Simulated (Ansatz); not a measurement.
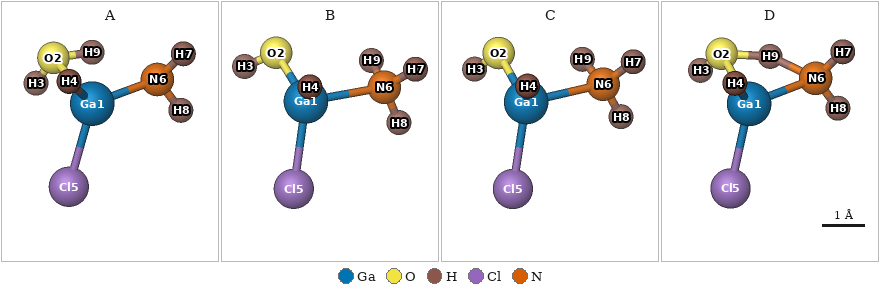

4 geometries from a converged minimum-energy path of GaNH5OCl, shuffled. A ball-and-stick model, seen at a tilt.

Level of theory: Ansatz 0.2.0, RKS B3LYP-D4/def2-SVP. Set-up: 5 movable images; climbing image; force threshold 0.05 eV/Å; iteration limit 60; starting path through a guess of the saddle point.

> One of them is the converged climbing image. Which?

D. In order along the path, whose images run from 0 to 6: B (image 1, +1.4 kJ/mol), C (image 2, +7.5 kJ/mol), D (image 4, +72.9 kJ/mol), A (image 6, +59.1 kJ/mol). A hydrogen atom shifts from one atom to another. Breaking: N6–H9 (1.02 → 1.38 at the top → 1.99 Å). Forming: O2–H9 (2.43 → 1.18 at the top → 0.99 Å).
